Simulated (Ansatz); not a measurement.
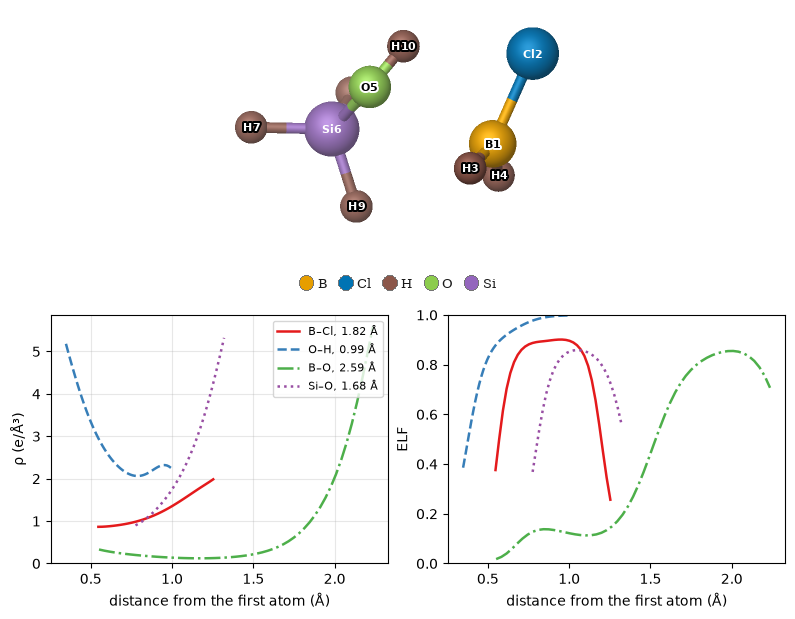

BClH$_{2}$···H$_{4}$OSi. Total electron density and electron localisation function along straight lines between neighbouring atoms. The curves leave out the atomic cores. The structure is drawn too.

Not at a stationary point (largest force 1.3 eV/Å).

The calculation used Ansatz 0.2.0, RKS LDA/6-31G*.

```xyz
10

B     0.0188    0.3673    0.0801
Cl   -0.0433    0.7834    1.8538
H     1.0840    0.4615   -0.4605
H    -1.0386    0.1611   -0.4544
O     0.3215   -2.1331    0.6915
Si   -0.6934   -3.1416   -0.1816
H     0.0213   -4.4306   -0.4345
H    -1.9671   -3.4185    0.5698
H    -1.0237   -2.5030   -1.4966
H    -0.0190   -1.7700    1.5507
```

What can be read from the curves?

Answer. B–Cl (1.82 Å): the density is about 1.2 e/Å³ at the midpoint; the ELF peaks at about 0.90 between the atoms: a shared but strongly polarised pair.
O–H (0.99 Å): ρ at the midpoint is about 3.4 e/Å³; the ELF climbs to about 1 towards the hydrogen, as it does in any bond to H; a covalent bond by its length.
B1···O5 (2.59 Å): the density falls to about 0.12 e/Å³ on the way; the ELF is about 0.15 at the midpoint.
Si–O (1.68 Å): the density is about 1.1 e/Å³ at the midpoint; the ELF peaks at about 0.85 between the atoms (a shared but strongly polarised pair).
